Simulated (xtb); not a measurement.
## Energy and gradient calculation, with input and output: C$_{2}$H$_{2}$AlBr

C$_{2}$H$_{2}$AlBr, computed with GFN2-xTB (xtb 6.7.1).

The geometry was optimised with GFN2-xTB.

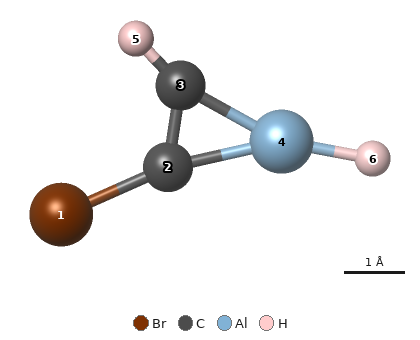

**Figure 1.** The structure (ball-and-stick view, seen on its broad side; atoms are numbered from 1 in the order of the input). Sticks mark near contacts.

### Results in brief

- outcome: converged
- electrons treated: 20
- total energy: −10.322215 hartree
- dispersion energy: −0.003451 hartree
- basis functions: 30
- largest force: 0.000 eV/Å
- HOMO: −10.03 eV
- LUMO: −8.25 eV
- dipole moment: 4.77 D
- hardware: 1 thread of Intel Xeon @ 2.70GHz, 189 GiB of memory available, shared host
- peak memory: 0.071 GiB

### Remarks

Settings chosen away from the usual ones: method = gfn2-xtb; task = gradient; x = {"accuracy": 0.1}; geo = {"prev": "A"}.

### Input (mol.coord)
```
$coord
     -1.512763557285     -4.791192719115     -0.575667269345  br
     -0.771801943820     -1.191529013360     -0.264920705411  c
      1.567622306683     -0.301505803184      0.476097599838  c
     -0.722536783751      2.483383586677     -0.165747878391  al
      3.232924556749     -1.397981592476      0.964176063307  h
     -1.793444578576      5.198844438719     -0.433918912737  h
$end
```

### File xcontrol
```
$chrg 0
$spin 0
$end
```

Launched with:
```bash
xtb mol.coord --acc 0.1 --input xcontrol --grad --parallel 1 | tee xtb.out
```

### The program's output
```
* xtb version 6.7.1
   ID    Z sym.   atoms
    1   35 br     1
    2    6 c      2, 3
    3   13 al     4
    4    1 h      5, 6

           -------------------------------------------------
          |                Calculation Setup                |
           -------------------------------------------------

          program call               : xtb mol.coord --acc 0.1 --input xcontrol --grad --parallel 1
          coordinate file            : mol.coord
          omp threads                :                     1

           -------------------------------------------------
          |                 G F N 2 - x T B                 |
           -------------------------------------------------

      * Hamiltonian:
        H0-scaling (s, p, d)           1.850000    2.230000    2.230000
        zeta-weighting                 0.500000
      * Dispersion:
        s8                             2.700000
        a1                             0.520000
        a2                             5.000000
        s9                             5.000000
      * Repulsion:
        kExp                           1.500000    1.000000
        rExp                           1.000000
      * Coulomb:
        alpha                          2.000000
        third order                    shell-resolved
        anisotropic                    true
        a3                             3.000000
        a5                             4.000000
        cn-shift                       1.200000
        cn-exp                         4.000000
        max-rad                        5.000000

          ...................................................
          :                      SETUP                      :
          :.................................................:
          :  # basis functions                  30          :
          :  # atomic orbitals                  28          :
          :  # shells                           12          :
          :  # electrons                        20          :
          :  max. iterations                   250          :
          :  Hamiltonian                  GFN2-xTB          :
          :  restarted?                      false          :
          :  GBSA solvation                  false          :
          :  PC potential                    false          :
          :  electronic temp.          300.0000000     K    :
          :  accuracy                    0.1000000          :
          :  -> integral cutoff          0.3500000E+02      :
          :  -> integral neglect         0.1000000E-08      :
          :  -> SCF convergence          0.1000000E-06 Eh   :
          :  -> wf. convergence          0.1000000E-04 e    :
          :  Broyden damping             0.4000000          :
          :  net charge                          0          :
          :  unpaired electrons                  0          :
          ...................................................

 iter      E             dE          RMSdq      gap      omega  full diag
   1    -10.3326792 -0.103327E+02  0.285E+01    2.62       0.0  T
   2    -10.3943924 -0.617132E-01  0.149E+01    1.86       1.0  T
   3    -10.2056001  0.188792E+00  0.858E+00    1.38       1.0  T
   4    -10.3608740 -0.155274E+00  0.359E+00    2.18       1.0  T
   5    -10.4083424 -0.474684E-01  0.147E+00    1.93       1.0  T
   6    -10.4114927 -0.315035E-02  0.125E+00    1.82       1.0  T
   7    -10.4114336  0.590818E-04  0.582E-01    1.76       1.0  T
   8    -10.4120852 -0.651591E-03  0.237E-01    1.79       1.0  T
   9    -10.4122043 -0.119026E-03  0.987E-02    1.79       1.0  T
  10    -10.4122117 -0.745564E-05  0.549E-02    1.79       1.0  T
  11    -10.4122155 -0.374243E-05  0.527E-02    1.78       1.0  T
  12    -10.4122175 -0.208735E-05  0.186E-02    1.78       2.2  T
  13    -10.4122182 -0.680987E-06  0.832E-03    1.78       4.9  T
  14    -10.4122182 -0.187631E-07  0.408E-03    1.78      10.0  T
  15    -10.4122183 -0.279638E-07  0.228E-03    1.78      17.9  T
  16    -10.4122183 -0.597836E-08  0.292E-04    1.78     140.0  T
  17    -10.4122183 -0.707292E-10  0.110E-04    1.78     371.2  T
  18    -10.4122183 -0.241140E-10  0.369E-05    1.78    1105.6  T
  19    -10.4122183 -0.238032E-11  0.128E-05    1.78    3188.6  T

   *** convergence criteria satisfied after 19 iterations ***

         #    Occupation            Energy/Eh            Energy/eV
      -------------------------------------------------------------
         1        2.0000           -0.8120292             -22.0964
       ...           ...                  ...                  ...
         4        2.0000           -0.5188036             -14.1174
         5        2.0000           -0.4775333             -12.9943
         6        2.0000           -0.4362032             -11.8697
         7        2.0000           -0.4314434             -11.7402
         8        2.0000           -0.3867971             -10.5253
         9        2.0000           -0.3819741             -10.3940
        10        2.0000           -0.3686528             -10.0316 (HOMO)
        11                         -0.3031166              -8.2482 (LUMO)
        12                         -0.2555993              -6.9552
        13                         -0.2479660              -6.7475
        14                         -0.2451144              -6.6699
        15                         -0.1786919              -4.8625
       ...                                ...                  ...
        28                          1.3762599              37.4499
      -------------------------------------------------------------
                  HL-Gap            0.0655362 Eh            1.7833 eV
             Fermi-level           -0.3358847 Eh           -9.1399 eV

 SCC (total)                   0 d,  0 h,  0 min,  0.007 sec
 SCC setup                      ...        0 min,  0.000 sec (  1.238%)
 Dispersion                     ...        0 min,  0.000 sec (  0.833%)
 classical contributions        ...        0 min,  0.000 sec (  0.181%)
 integral evaluation            ...        0 min,  0.001 sec ( 11.833%)
 iterations                     ...        0 min,  0.004 sec ( 65.186%)
 molecular gradient             ...        0 min,  0.001 sec ( 18.981%)
 printout                       ...        0 min,  0.000 sec (  1.029%)

         :::::::::::::::::::::::::::::::::::::::::::::::::::::
         ::                     SUMMARY                     ::
         :::::::::::::::::::::::::::::::::::::::::::::::::::::
         :: total energy             -10.322214815402 Eh    ::
         :: gradient norm              0.000013129595 Eh/a0 ::
         :: HOMO-LUMO gap              1.783329800383 eV    ::
         ::.................................................::
         :: SCC energy               -10.412217813276 Eh    ::
         :: -> isotropic ES            0.031825555856 Eh    ::
         :: -> anisotropic ES          0.002376135320 Eh    ::
         :: -> anisotropic XC         -0.005173410156 Eh    ::
         :: -> dispersion             -0.003451385875 Eh    ::
         :: repulsion energy           0.090002997874 Eh    ::
         :: add. restraining           0.000000000000 Eh    ::
         :: total charge               0.000000000000 e     ::
         :::::::::::::::::::::::::::::::::::::::::::::::::::::

           -------------------------------------------------
          |                Property Printout                |
           -------------------------------------------------

    * Orbital Energies and Occupations

         #    Occupation            Energy/Eh            Energy/eV
      -------------------------------------------------------------
         1        2.0000           -0.8120292             -22.0964
         2        2.0000           -0.6103351             -16.6081
         3        2.0000           -0.5303752             -14.4322
         4        2.0000           -0.5188036             -14.1174
         5        2.0000           -0.4775333             -12.9943
         6        2.0000           -0.4362032             -11.8697
         7        2.0000           -0.4314434             -11.7402
         8        2.0000           -0.3867971             -10.5253
         9        2.0000           -0.3819741             -10.3940
        10        2.0000           -0.3686528             -10.0316 (HOMO)
        11                         -0.3031166              -8.2482 (LUMO)
        12                         -0.2555993              -6.9552
        13                         -0.2479660              -6.7475
        14                         -0.2451144              -6.6699
        15                         -0.1786919              -4.8625
        16                         -0.1488099              -4.0493
        17                         -0.1160288              -3.1573
        18                         -0.0505348              -1.3751
        19                          0.0621137               1.6902
        20                          0.0674652               1.8358
        21                          0.0689131               1.8752
       ...                                ...                  ...
        28                          1.3762599              37.4499
      -------------------------------------------------------------
                  HL-Gap            0.0655362 Eh            1.7833 eV
             Fermi-level           -0.3358847 Eh           -9.1399 eV

     #   Z          covCN         q      C6AA      α(0)
     1  35 br       0.953    -0.216   191.004    22.283
     2   6 c        2.736    -0.043    29.044     8.824
     3   6 c        2.785    -0.128    31.254     9.157
     4  13 al       2.565     0.358    94.785    19.930
     5   1 h        0.925     0.060     2.204     2.322
     6   1 h        0.880    -0.030     3.651     2.991

 Mol. C6AA /au·bohr⁶  :       1417.638026
 Mol. C8AA /au·bohr⁸  :      74910.458616
 Mol. α(0) /au        :         65.506777

Wiberg/Mayer (AO) data.
largest (>0.10) Wiberg bond orders for each atom

 ---------------------------------------------------------------------------
     #   Z sym  total        # sym  WBO       # sym  WBO       # sym  WBO
 ---------------------------------------------------------------------------
     1  35 br   1.199 --     2 c    0.958     3 c    0.115     4 al   0.112
     2   6 c    3.731 --     3 c    1.709     4 al   1.005     1 br   0.958
     3   6 c    3.919 --     2 c    1.709     4 al   1.107     5 h    0.934
                             1 br   0.115
     4  13 al   3.157 --     3 c    1.107     2 c    1.005     6 h    0.899
                             1 br   0.112
     5   1 h    0.996 --     3 c    0.934
     6   1 h    0.999 --     4 al   0.899
 ---------------------------------------------------------------------------

Topologies differ in total number of bonds
Writing topology from bond orders to xtbtopo.mol

molecular dipole:
                 x           y           z       tot (Debye)
 q only:        0.147       1.773       0.086
   full:        0.253       1.856       0.120       4.771
molecular quadrupole (traceless):
                xx          xy          yy          xz          yz          zz
 q only:        1.659      -3.261      -3.435      -0.131      -1.125       1.776
  q+dip:        2.126      -6.584      -2.640       0.366      -2.099       0.513
   full:        1.605      -3.466      -6.677      -1.278      -1.345       5.072

           -------------------------------------------------
          | TOTAL ENERGY              -10.322214815402 Eh   |
          | GRADIENT NORM               0.000013129595 Eh/α |
          | HOMO-LUMO GAP               1.783329800383 eV   |
           -------------------------------------------------

------------------------------------------------------------------------
------------------------------------------------------------------------
 total:
 *  cpu-time:     0 d,  0 h,  0 min,  0.018 sec
 * ratio c/w:     0.987 speedup
 SCF:
 *  cpu-time:     0 d,  0 h,  0 min,  0.007 sec
 * ratio c/w:     0.970 speedup
```

### Standard error
```
normal termination of xtb
```

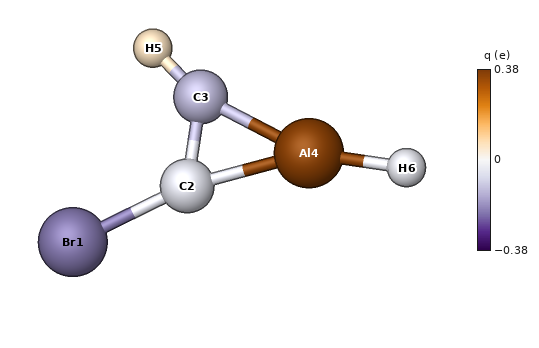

**Figure 2.** Mulliken charges, as the colour of each atom (ball-and-stick view, seen at a tilt; atoms are numbered from 1 in the order of the input). By element: Br −0.22, C −0.13 to −0.04, Al +0.36 and H −0.03 to +0.06 e.
